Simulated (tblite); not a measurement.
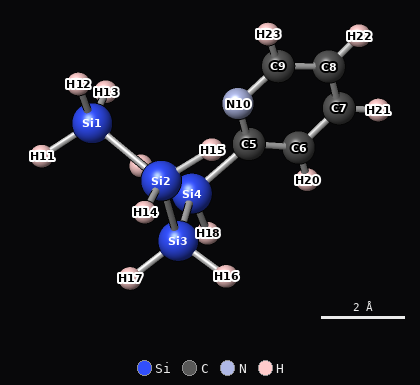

**Figure 1.** The input geometry (ball-and-stick view, seen at a tilt; atoms are numbered from 1 in the order of the input). Bond lengths as drawn: C–C 1.38 to 1.40 Å, C–H 1.08 to 1.10 Å, C–N 1.36 Å, C–Si 1.86 Å, H–Si 1.47 to 1.50 Å and Si–Si 2.28 to 2.30 Å.

**Geometry relaxation of C5H13NSi4 (part 1 of 4)**

C5H13NSi4, computed with GFN2-xTB geometry optimisation, gas phase (tblite 0.8.0).

It belongs to a series of runs on one base structure; here: H on Si replaced by 2-pyridyl.

**The input**
```
{"job": {"kind": "relax", "xc": "GFN2-xTB", "basis": "xTB"}, "charge": 0, "multiplicity": 1}
Si    -2.978200     1.717200    -0.198000
Si    -2.398400    -0.050100     1.117000
Si    -1.765000    -1.788000    -0.233600
Si    -0.172800    -1.068200    -1.728700
C      1.239300    -0.344900    -0.754900
C      2.511200    -0.906500    -0.761600
C      3.519600    -0.290600    -0.013700
C      3.234600     0.862200     0.715400
C      1.943800     1.351300     0.655300
N      0.940000     0.781500    -0.057200
H     -4.119500     1.325900    -1.083400
H     -3.437800     2.867600     0.635200
H     -1.878200     2.173000    -1.058700
H     -3.559300    -0.481600     1.947000
H     -1.322400     0.311500     2.098800
H     -1.270400    -2.928100     0.588300
H     -2.963200    -2.285700    -0.979000
H      0.308400    -2.240600    -2.526700
H     -0.756600    -0.088200    -2.668100
H      2.747900    -1.803100    -1.319900
H      4.517800    -0.706500     0.012600
H      3.987500     1.358600     1.303000
H      1.666900     2.260200     1.211300
```

The first line tells a small driver script what to run in tblite; the rest is the geometry in Å.

Machine: 1 CPU thread, shared host.

Launch command:
```bash
OMP_NUM_THREADS=1 python <driver script> task.json out
```

**Output**
```
step      E/eV     max force
  0    -737.58028    1.827
  1    -737.68202    0.518
  2    -737.71049    0.364
  3    -737.72659    0.249
  4    -737.73820    0.230
  5    -737.75361    0.266
  6    -737.76376    0.245
  7    -737.77280    0.217
  8    -737.78125    0.246
  9    -737.78885    0.268
 10    -737.79434    0.220
 11    -737.79775    0.131
 12    -737.79948    0.085
 13    -737.80064    0.082
 14    -737.80176    0.080
 15    -737.80295    0.091
 16    -737.80409    0.097
 17    -737.80498    0.090
 18    -737.80572    0.081
 19    -737.80657    0.085
 20    -737.80766    0.098
 21    -737.80881    0.076
 22    -737.80984    0.068
 23    -737.81082    0.079
 24    -737.81187    0.082
 25    -737.81284    0.066
 26    -737.81359    0.057
 27    -737.81426    0.067
 28    -737.81517    0.093
 29    -737.81664    0.115
 30    -737.81863    0.122
 31    -737.82052    0.102
 32    -737.82184    0.084
 33    -737.82286    0.074
 34    -737.82398    0.085
 35    -737.82525    0.083
 36    -737.82649    0.076
 37    -737.82762    0.081
 38    -737.82868    0.078
 39    -737.82959    0.061
 40    -737.83022    0.050
 41    -737.83066    0.046
 42    -737.83109    0.054
 43    -737.83165    0.073
 44    -737.83236    0.071
 45    -737.83317    0.080
 46    -737.83410    0.092
 47    -737.83527    0.084
 48    -737.83671    0.097
 49    -737.83818    0.090
 50    -737.83934    0.068
 51    -737.84018    0.072
 52    -737.84095    0.055
 53    -737.84180    0.078
 54    -737.84275    0.086
 55    -737.84376    0.070
 56    -737.84478    0.067
 57    -737.84582    0.071
 58    -737.84686    0.068
 59    -737.84797    0.078
 60    -737.84923    0.087
 61    -737.85049    0.073
 62    -737.85152    0.099
 63    -737.85247    0.070
 64    -737.85357    0.057
 65    -737.85447    0.063
 66    -737.85519    0.052
 67    -737.85582    0.051
 68    -737.85628    0.048
 69    -737.85674    0.054
 70    -737.85730    0.057
 71    -737.85806    0.076
 72    -737.85912    0.093
 73    -737.86045    0.095
 74    -737.86178    0.096
 75    -737.86283    0.065
 76    -737.86381    0.070
 77    -737.86506    0.085
 78    -737.86715    0.097
 79    -737.86948    0.115
 80    -737.87165    0.102
 81    -737.87310    0.076
 82    -737.87426    0.083
 83    -737.87555    0.088
 84    -737.87758    0.115
 85    -737.88044    0.124
 86    -737.88376    0.133
 87    -737.88528    0.118
 88    -737.88839    0.128
 89    -737.88995    0.101
 90    -737.89269    0.097
 91    -737.89447    0.113
 92    -737.89796    0.105
 93    -737.89989    0.075
 94    -737.90161    0.088
 95    -737.90308    0.091
 96    -737.90483    0.109
 97    -737.90657    0.089
 98    -737.90823    0.094
 99    -737.90962    0.091
100    -737.91085    0.101
101    -737.91198    0.086
102    -737.91308    0.081
103    -737.91401    0.060
104    -737.91493    0.079
105    -737.91581    0.075
106    -737.91674    0.073
107    -737.91767    0.084
108    -737.91859    0.065
109    -737.91945    0.060
110    -737.92022    0.055
111    -737.92088    0.047
112    -737.92142    0.051
113    -737.92186    0.052
114    -737.92227    0.047
115    -737.92264    0.039
116    -737.92294    0.034
117    -737.92314    0.031
118    -737.92331    0.030
119    -737.92347    0.032
120    -737.92371    0.033
121    -737.92403    0.045
122    -737.92445    0.044
123    -737.92489    0.039
124    -737.92523    0.034
125    -737.92544    0.033
126    -737.92564    0.034
127    -737.92595    0.035
128    -737.92643    0.047
129    -737.92700    0.048
130    -737.92747    0.042
131    -737.92777    0.034
132    -737.92798    0.028
133    -737.92825    0.049
134    -737.92861    0.058
135    -737.92905    0.046
136    -737.92949    0.041
137    -737.92991    0.043
138    -737.93032    0.059
139    -737.93075    0.063
140    -737.93116    0.047
141    -737.93141    0.031
142    -737.93162    0.030
143    -737.93181    0.032
144    -737.93201    0.041
145    -737.93225    0.038
146    -737.93251    0.029
147    -737.93275    0.028
148    -737.93297    0.034
149    -737.93320    0.036
150    -737.93342    0.031
151    -737.93363    0.028
152    -737.93379    0.027
153    -737.93391    0.022
154    -737.93402    0.020
155    -737.93413    0.027
156    -737.93423    0.025
157    -737.93433    0.024
158    -737.93442    0.022
159    -737.93452    0.023
160    -737.93463    0.025
161    -737.93473    0.024
162    -737.93485    0.026
163    -737.93498    0.032
164    -737.93515    0.041
165    -737.93538    0.042
166    -737.93570    0.043
167    -737.93609    0.051
168    -737.93650    0.058
169    -737.93680    0.053
170    -737.93718    0.040
171    -737.93751    0.040
172    -737.93786    0.047
173    -737.93825    0.047
174    -737.93869    0.051
175    -737.93910    0.045
176    -737.93945    0.059
177    -737.93972    0.051
178    -737.93991    0.053
179    -737.94008    0.025
180    -737.94018    0.018
181    -737.94025    0.025
182    -737.94039    0.029
183    -737.94058    0.035
184    -737.94077    0.028
185    -737.94092    0.022
186    -737.94103    0.017
187    -737.94109    0.016
188    -737.94116    0.016
189    -737.94123    0.016
190    -737.94132    0.018
191    -737.94138    0.014
192    -737.94143    0.014
193    -737.94148    0.017
194    -737.94155    0.022
195    -737.94167    0.027
196    -737.94186    0.030
197    -737.94208    0.034
198    -737.94230    0.039
199    -737.94250    0.026
200    -737.94266    0.031
201    -737.94272    0.037
202    -737.94290    0.031
203    -737.94302    0.030
204    -737.94324    0.028
205    -737.94351    0.045
206    -737.94399    0.059
207    -737.94450    0.049
208    -737.94395    0.127
209    -737.94507    0.043
210    -737.94528    0.037
211    -737.94592    0.075
212    -737.94635    0.045
213    -737.94707    0.038
214    -737.94760    0.046
215    -737.94802    0.042
216    -737.94848    0.048
217    -737.94895    0.039
218    -737.94919    0.046
219    -737.94935    0.064
220    -737.94981    0.034
221    -737.95008    0.033
222    -737.95039    0.046
223    -737.95070    0.038
224    -737.95106    0.045
225    -737.95143    0.048
226    -737.95163    0.040
227    -737.95186    0.036
228    -737.95200    0.037
229    -737.95220    0.022
230    -737.95231    0.025
231    -737.95249    0.027
232    -737.95264    0.031
233    -737.95280    0.029
234    -737.95296    0.024
235    -737.95313    0.023
236    -737.95330    0.024
237    -737.95347    0.033
238    -737.95366    0.035
239    -737.95381    0.045
240    -737.95399    0.038
241    -737.95415    0.023
242    -737.95434    0.030
243    -737.95450    0.030
244    -737.95471    0.028
245    -737.95488    0.032
246    -737.95503    0.034
247    -737.95520    0.033
248    -737.95541    0.034
249    -737.95561    0.035
250    -737.95579    0.034
251    -737.95596    0.052
252    -737.95617    0.053
253    -737.95641    0.034
254    -737.95661    0.028
255    -737.95680    0.027
256    -737.95700    0.042
257    -737.95721    0.041
258    -737.95746    0.035
259    -737.95774    0.042
260    -737.95809    0.047
261    -737.95835    0.037
262    -737.95857    0.034
263    -737.95866    0.023
264    -737.95873    0.016
265    -737.95878    0.015
266    -737.95887    0.016
267    -737.95894    0.015
268    -737.95900    0.013
269    -737.95903    0.011
270    -737.95907    0.009
```

**Trajectory as extended XYZ (Å, eV, eV/Å), 35 of the 271 frames kept, from step=0 to step=270**
```
23
Properties=species:S:1:pos:R:3:forces:R:3 step=0 energy=-737.58028
Si   -2.9782    1.7172   -0.1980   -0.4560   0.5610  -0.0860
Si   -2.3984   -0.0501    1.1170    0.0880  -0.0480   0.7440
Si   -1.7650   -1.7880   -0.2336   -0.1420  -0.4540   0.0940
Si   -0.1728   -1.0682   -1.7287   -0.6410  -0.6750  -0.5990
C     1.2393   -0.3449   -0.7549    0.1450   1.0180   0.3980
C     2.5112   -0.9065   -0.7616    0.6400   0.5410   0.6230
C     3.5196   -0.2906   -0.0137   -0.2700  -0.0860  -0.0470
C     3.2346    0.8622    0.7154   -0.2100  -0.4320  -0.3970
C     1.9438    1.3513    0.6553   -1.4390  -0.0750  -0.4500
N     0.9400    0.7815   -0.0572    1.7460  -0.4480   0.2960
H    -4.1195    1.3259   -1.0834    0.3540   0.2140   0.2330
H    -3.4378    2.8676    0.6352    0.1030  -0.2510  -0.3840
H    -1.8782    2.1730   -1.0587   -0.1680   0.0150   0.0690
H    -3.5593   -0.4816    1.9470    0.2610   0.1410  -0.0310
H    -1.3224    0.3115    2.0988   -0.4140  -0.1550  -0.2650
H    -1.2704   -2.9281    0.5883   -0.1590   0.1030  -0.2750
H    -2.9632   -2.2857   -0.9790    0.3700   0.0040   0.2170
H     0.3084   -2.2406   -2.5267    0.0840   0.4690   0.1150
H    -0.7566   -0.0882   -2.6681    0.2670  -0.0890   0.1020
H     2.7479   -1.8031   -1.3199   -0.2320   0.1170  -0.0030
H     4.5178   -0.7065    0.0126   -0.0130  -0.0210  -0.0500
H     3.9875    1.3586    1.3030    0.0490   0.0220   0.0190
H     1.6669    2.2602    1.2113    0.0380  -0.4690  -0.3230
23
Properties=species:S:1:pos:R:3:forces:R:3 step=8 energy=-737.78125
Si   -2.9906    1.7445   -0.1753   -0.1290   0.1940  -0.0790
Si   -2.4179   -0.0392    1.1432    0.0200  -0.0320   0.1950
Si   -1.7723   -1.7984   -0.1896    0.0460  -0.1690  -0.0970
Si   -0.1936   -1.1074   -1.7212    0.0490  -0.0600  -0.1290
C     1.2534   -0.3344   -0.7833    0.0510  -0.1000   0.0600
C     2.5291   -0.8861   -0.7540    0.0400  -0.0800  -0.0290
C     3.5325   -0.2968   -0.0040   -0.0230   0.0540  -0.0440
C     3.2250    0.8530    0.7069   -0.0810   0.0350  -0.0030
C     1.9174    1.3226    0.6345    0.1030   0.0920   0.0480
N     0.9607    0.7544   -0.0756    0.0300   0.0290   0.0430
H    -4.0942    1.3733   -1.0696   -0.0310   0.0130   0.0050
H    -3.4542    2.9063    0.5832   -0.0190   0.0670  -0.0060
H    -1.9116    2.1911   -1.0481    0.0760   0.0400  -0.0070
H    -3.5397   -0.4558    1.9978   -0.0530   0.0250   0.0740
H    -1.3619    0.2916    2.1072    0.0100   0.0070   0.0300
H    -1.2935   -2.9776    0.5480    0.0060  -0.0340   0.0070
H    -2.9227   -2.3248   -0.9455    0.0070  -0.0190   0.0230
H     0.3775   -2.1757   -2.5571    0.0590   0.0230  -0.0110
H    -0.6904   -0.0987   -2.6629    0.0110   0.0220   0.0040
H     2.7113   -1.7822   -1.3231    0.0980  -0.0820  -0.0610
H     4.5329   -0.7127    0.0162   -0.0850   0.0110   0.0070
H     3.9753    1.3662    1.2983   -0.1660  -0.0650  -0.0750
H     1.6229    2.2137    1.1743   -0.0180   0.0300   0.0420
23
Properties=species:S:1:pos:R:3:forces:R:3 step=16 energy=-737.80409
Si   -3.0035    1.7709   -0.1651   -0.0380   0.0440  -0.0100
Si   -2.4263   -0.0370    1.1550    0.0190  -0.0080   0.0530
Si   -1.7618   -1.8139   -0.1869    0.0050  -0.0240  -0.0380
Si   -0.1823   -1.1283   -1.7360    0.0240  -0.0220  -0.0270
C     1.2580   -0.3598   -0.7826   -0.0170  -0.0160   0.0360
C     2.5374   -0.9029   -0.7626    0.0110   0.0110  -0.0230
C     3.5258   -0.2938   -0.0123    0.0230   0.0140   0.0030
C     3.2070    0.8548    0.6946   -0.0040  -0.0080   0.0520
C     1.9021    1.3224    0.6277    0.0260  -0.0350   0.0030
N     0.9554    0.7305   -0.0784   -0.0460   0.0290   0.0090
H    -4.1052    1.3988   -1.0651    0.0040   0.0130   0.0220
H    -3.4697    2.9543    0.5642    0.0030  -0.0070   0.0070
H    -1.9091    2.2105   -1.0291    0.0190   0.0060   0.0230
H    -3.5446   -0.4323    2.0360    0.0100   0.0160  -0.0330
H    -1.3687    0.2899    2.1247   -0.0090   0.0030  -0.0320
H    -1.2907   -3.0075    0.5407    0.0150   0.0420   0.0050
H    -2.9168   -2.3488   -0.9323    0.0040   0.0110   0.0100
H     0.4328   -2.1628   -2.5863   -0.0180   0.0100   0.0030
H    -0.6676   -0.0942   -2.6595   -0.0050  -0.0290   0.0160
H     2.7432   -1.7937   -1.3357    0.0180  -0.0250  -0.0120
H     4.5253   -0.7047    0.0205    0.0180   0.0150   0.0070
H     3.9477    1.3623    1.2942   -0.0170   0.0240  -0.0150
H     1.6070    2.2124    1.1745   -0.0450  -0.0640  -0.0580
23
Properties=species:S:1:pos:R:3:forces:R:3 step=24 energy=-737.81187
Si   -3.0123    1.7915   -0.1469   -0.0190   0.0440  -0.0160
Si   -2.4191   -0.0313    1.1436    0.0000   0.0240   0.0720
Si   -1.7556   -1.8097   -0.2015   -0.0230  -0.0110   0.0310
Si   -0.1690   -1.1571   -1.7504    0.0080  -0.0150  -0.0280
C     1.2629   -0.3983   -0.7802    0.0100   0.0120  -0.0090
C     2.5536   -0.9121   -0.7639    0.0230  -0.0320  -0.0090
C     3.5312   -0.2898   -0.0098    0.0040   0.0200   0.0330
C     3.1892    0.8488    0.7020   -0.0100   0.0580  -0.0120
C     1.8774    1.2951    0.6260   -0.0020   0.0070   0.0020
N     0.9411    0.6862   -0.0774   -0.0600   0.0280  -0.0030
H    -4.1174    1.4272   -1.0471    0.0410   0.0240   0.0090
H    -3.4784    2.9818    0.5726    0.0090  -0.0320   0.0230
H    -1.8964    2.2268   -0.9850   -0.0100   0.0180  -0.0240
H    -3.5444   -0.4090    2.0245    0.0280  -0.0200  -0.0280
H    -1.3619    0.2989    2.1138   -0.0180  -0.0120  -0.0390
H    -1.2655   -2.9796    0.5495   -0.0110   0.0010   0.0100
H    -2.9210   -2.3532   -0.9241    0.0230  -0.0030   0.0090
H     0.4532   -2.1739   -2.6152   -0.0290  -0.0090   0.0010
H    -0.6688   -0.1118   -2.6513    0.0190  -0.0080  -0.0190
H     2.7775   -1.7938   -1.3419    0.0290  -0.0640  -0.0430
H     4.5393   -0.6799    0.0211    0.0020   0.0100   0.0000
H     3.9198    1.3809    1.2921   -0.0110  -0.0040   0.0120
H     1.5598    2.1894    1.1499   -0.0040  -0.0350   0.0280
23
Properties=species:S:1:pos:R:3:forces:R:3 step=32 energy=-737.82184
Si   -3.0061    1.8440   -0.1243   -0.0010  -0.0120   0.0000
Si   -2.4121    0.0019    1.1304    0.0380  -0.0750   0.0070
Si   -1.7463   -1.7901   -0.1955    0.0150  -0.0260  -0.0080
Si   -0.1572   -1.2065   -1.7700    0.0170   0.0060  -0.0350
C     1.2792   -0.4549   -0.7994    0.0220   0.0210  -0.0360
C     2.5854   -0.9321   -0.7747    0.0160   0.0210   0.0160
C     3.5332   -0.2725   -0.0110    0.0210   0.0330   0.0040
C     3.1509    0.8567    0.6955   -0.0270   0.0150   0.0180
C     1.8253    1.2550    0.6184   -0.0480  -0.0230   0.0280
N     0.9168    0.6167   -0.0945   -0.0320  -0.0160  -0.0040
H    -4.1031    1.4963   -1.0332   -0.0300   0.0090  -0.0320
H    -3.4837    3.0000    0.6385    0.0260   0.0170   0.0090
H    -1.8922    2.2850   -0.9591    0.0130   0.0640  -0.0130
H    -3.5339   -0.4152    1.9963    0.0280   0.0210   0.0130
H    -1.3383    0.3101    2.0854   -0.0260   0.0090   0.0280
H    -1.2478   -2.9374    0.5839   -0.0090  -0.0100   0.0230
H    -2.9036   -2.3664   -0.9021   -0.0120  -0.0050  -0.0050
H     0.4383   -2.2186   -2.6578   -0.0100  -0.0370   0.0340
H    -0.6409   -0.1520   -2.6702    0.0130   0.0090  -0.0140
H     2.8498   -1.8083   -1.3491   -0.0310   0.0180   0.0080
H     4.5560   -0.6194    0.0358    0.0050  -0.0390  -0.0350
H     3.8553    1.4127    1.2948    0.0220  -0.0140   0.0010
H     1.4703    2.1221    1.1622   -0.0110   0.0140  -0.0050
```
